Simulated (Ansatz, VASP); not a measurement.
# CdCu in two plane-wave programs, part 2 of 2

One calculation is typed for both programs; each brings its own data sets. How far apart do they land? The cell is invented: As first built, before any earlier steps moved the atoms (in the runner's words): it takes the CdAg structure with some of its atoms replaced by other elements, volume scaled by an estimate. It may not be a known or stable phase. The cell is taken from a series of VASP runs on this material, whose earlier steps may have relaxed, scaled or displaced it; both programs get it as it stands. Valence electrons are named where the data sets of a main pair hold unlike numbers.

VASP 6.6.1 and Ansatz 0.2.0.

So far. Step 3 (Ansatz: single point, PBE with D3(BJ)): The run ends at a pressure of 0.16 GPa.

## (6) VASP: band structure, PBE with D3(BJ), spin-orbit coupling

Level of this step: PBE with D3(BJ), spin-orbit coupling; plane waves and PAW (Cd, Cu); invented cell (VASP).

The same cell, functional, mesh and smearing now go to VASP, with its own data sets.

The input, INCAR:

```
SYSTEM = CdCu
PREC = Accurate
ENCUT = 400
EDIFF = 1E-06
NELM = 100
ISMEAR = 0
SIGMA = 0.05
LREAL = .FALSE.
ALGO = Normal
GGA = PE
IVDW = 12
LNONCOLLINEAR = .TRUE.
MAGMOM = 0 0 0 0 0 0
NBANDS = 34
GGA_COMPAT = .FALSE.
LASPH = .TRUE.
LSORBIT = .TRUE.
LMAXMIX = 4
LORBIT = 11
LWAVE = .FALSE.
LCHARG = .FALSE.
```

The input, POSCAR:

```
CdCu
1.0
    1.4363146945      0.8292570932      4.4033760212
   -1.4363146945      0.8292570932      4.4033760212
    0.0000000000     -1.6585141864      4.4033760212
Cd Cu
1 1
Direct
    0.5000000000      0.5000000000      0.5000000000
    0.0000000000      0.0000000000      0.0000000000
```

The input, KPOINTS:

```
Automatic mesh
0
Gamma
7 7 7
0 0 0
```

The input, KPOINTS_OPT:

```
Line mode
16
Line-mode
Reciprocal
  0.00000000   0.00000000   0.00000000 GAMMA
  0.50000000   0.00000000   0.00000000 L

  0.50000000   0.00000000   0.00000000 L
  0.50000000   0.19031037  -0.19031037 B1

  0.80968963   0.50000000   0.19031037 B
  0.50000000   0.50000000   0.50000000 Z

  0.50000000   0.50000000   0.50000000 Z
  0.00000000   0.00000000   0.00000000 GAMMA

  0.00000000   0.00000000   0.00000000 GAMMA
  0.34515518   0.00000000  -0.34515518 X

  0.65484482   0.34515518   0.00000000 Q
  0.50000000   0.50000000   0.00000000 F

  0.50000000   0.50000000   0.00000000 F
  0.65484482   0.65484482   0.19031037 P1

  0.65484482   0.65484482   0.19031037 P1
  0.50000000   0.50000000   0.50000000 Z

  0.50000000   0.00000000   0.00000000 L
  0.80968963   0.34515518   0.34515518 P
```

PAW data sets: Cd and Cu (PBE family, release 64).

Started as:

```sh
> mpirun -np 1 vasp_ncl
```

Numbers of over 12 decimals in the logs are rounded to 6 here.

The program printed:

```text
[... set-up lines as in an earlier step ...]
 entering main loop
       N       E                     dE             d eps       ncg     rms          rms(c)
DAV:   1     0.190258242910E+03    0.19026E+03   -0.93114E+03  3112   0.161E+03
DAV:   2     0.801714332871E+01   -0.18224E+03   -0.16978E+03  3022   0.366E+02
DAV:   3    -0.472594510465E+01   -0.12743E+02   -0.11997E+02  3422   0.121E+02
DAV:   4    -0.494128408501E+01   -0.21534E+00   -0.21492E+00  3504   0.167E+01
[...]
DAV:  12    -0.418791175192E+01    0.47572E-04   -0.24195E-04  4028   0.401E-01    0.168E-02
DAV:  13    -0.418790985742E+01    0.18945E-05   -0.10618E-05  4142   0.662E-02    0.401E-03
DAV:  14    -0.418791004820E+01   -0.19079E-06   -0.34772E-07  2086   0.149E-02
   1 F= -.52210989E+01 E0= -.52202414E+01  d E =-.171493E-02  mag=     0.0000    -0.0000    -0.0000
 Start KPOINTS_OPT (optional k-point list driver)
k-point batch [1-44\144]
       N       E                     dE             ncg
DAV:   1     0.788929461352E+04   -0.20108E+05     3112
DAV:   2    -0.250055123761E+02   -0.79143E+04     3020
DAV:   3    -0.567179913148E+03   -0.54217E+03     3344
DAV:   4    -0.576325447135E+03   -0.91455E+01     3520
DAV:   5    -0.576497221356E+03   -0.17177E+00     3738
DAV:   6    -0.576503231524E+03   -0.60102E-02     3516
DAV:   7    -0.576503545607E+03   -0.31408E-03     3430
DAV:   8    -0.576503560239E+03   -0.14632E-04     2890
DAV:   9    -0.576503561000E+03   -0.76086E-06     2160
[...]
k-point batch [133-144\144]
       N       E                     dE             ncg
DAV:   1     0.236315079699E+05   -0.80903E+04      832
DAV:   2     0.214467484762E+05   -0.21848E+04      816
DAV:   3     0.212899452033E+05   -0.15680E+03      980
DAV:   4     0.212874310879E+05   -0.25141E+01      912
DAV:   5     0.212873833573E+05   -0.47731E-01     1022
DAV:   6     0.212873816169E+05   -0.17404E-02      918
DAV:   7     0.212873815242E+05   -0.92710E-04      980
DAV:   8     0.212873815194E+05   -0.48033E-05      768
DAV:   9     0.212873815191E+05   -0.24817E-06      512
```

From OUTCAR (step 6):

```text
 Edisp (eV)   -1.03319

  Total       0.05479     0.05479     0.04694     0.00000     0.00000     0.00000
  in kB       2.78957     2.78957     2.39000     0.00000     0.00000     0.00000
  external pressure =        2.66 kB  Pullay stress =        0.00 kB

 POSITION                                       TOTAL-FORCE (eV/Angst)
 -----------------------------------------------------------------------------------
      0.00000      0.00000      6.60506         0.000000      0.000000      0.000000
      0.00000      0.00000      0.00000         0.000000     -0.000000     -0.000000
 -----------------------------------------------------------------------------------
    total drift:                               -0.000000     -0.000000     -0.000000

  FREE ENERGIE OF THE ION-ELECTRON SYSTEM (eV)
  ---------------------------------------------------
  free  energy   TOTEN  =        -5.2210989129 eV

  energy  without entropy=       -5.2193839864  energy(sigma->0) =       -5.22024145

 magnetization (x)
# of ion       s       p       d       tot
------------------------------------------
    1        0.000   0.000   0.000   0.000
    2       -0.000  -0.000   0.000  -0.000
--------------------------------------------------
tot         -0.000  -0.000   0.000  -0.000

 magnetization (y)
# of ion       s       p       d       tot
------------------------------------------
    1        0.000  -0.000   0.000  -0.000
    2        0.000   0.000   0.000   0.000
--------------------------------------------------
tot          0.000  -0.000   0.000   0.000

 magnetization (z)
# of ion       s       p       d       tot
------------------------------------------
    1        0.000   0.000   0.000   0.000
    2        0.000   0.000   0.000   0.000
--------------------------------------------------
tot          0.000   0.000   0.000   0.000

[... 1 part as in an earlier step ...]

[... 2 further parts left out ...]
[key lines of the parts left out:]
E-fermi :   4.9009
```

The run ends at a pressure of 0.27 GPa.

## (7) Differences

What differs besides the data sets and the points named for the pairs above, as far as they apply: spin-orbit coupling enters by fully relativistic files in Ansatz and inside the spheres in VASP; the data sets hold 39 valence electrons in Ansatz (on its fully relativistic PAW (standard-fr) files) and 23 in VASP. Total energies have different zeros and are not compared.

Both answers:

```tsv
quantity	Ansatz	VASP	difference
pressure (GPa)	0.40	0.27	+0.14
pressure without Ansatz's Pulay correction (GPa)	0.32	0.27	+0.05
```

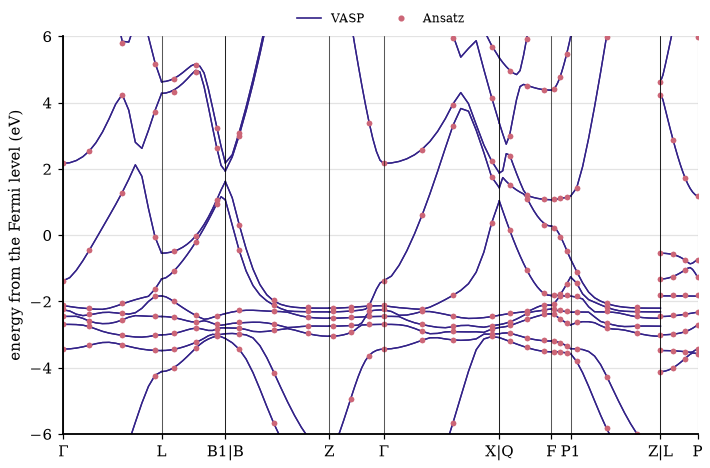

Bands from VASP (lines) and levels from Ansatz (dots). Dots without a line are higher empty bands that the VASP plot leaves out.

Levels from 3 eV below to 2 eV above the Fermi level differ by 15 meV r.m.s. and 38 meV at most; each VASP level is matched to the nearest of Ansatz, which flatters the figure a little. Ansatz's pressure holds a Pulay correction of 0.09 GPa; VASP's holds none.

## (8) Summary of results

```
difference in pressure (single point, PBE with D3(BJ))                                                  : 0.22 GPa
r.m.s. difference of levels near the Fermi level (band structure, PBE with D3(BJ), spin-orbit coupling) : 15 meV
```

**Reading.** The difference in pressure is 0.22 GPa (single point, PBE with D3(BJ)), within the 1 GPa picked in this series as the mark of a large difference. The data sets hold unlike numbers of valence electrons (39 in Ansatz and 23 in VASP), so part of the differences comes from the potentials. Such differences can come from data sets, numerical settings and the points named under the comparisons, not from the functional's error against experiment.

[Lines on the potential files, build, host, timing and source positions are cut from VASP's logs without a mark.]

[Logs are printed without paths, hosts, clocks, repeated set-up lines and the standing remarks that a program may print on its own settings, such as how far it seeks lower states.]

[Hosts, paths, dates, database ids (printed as entryN), source tags and the programs' standing remarks are cut or masked in the printed files.]
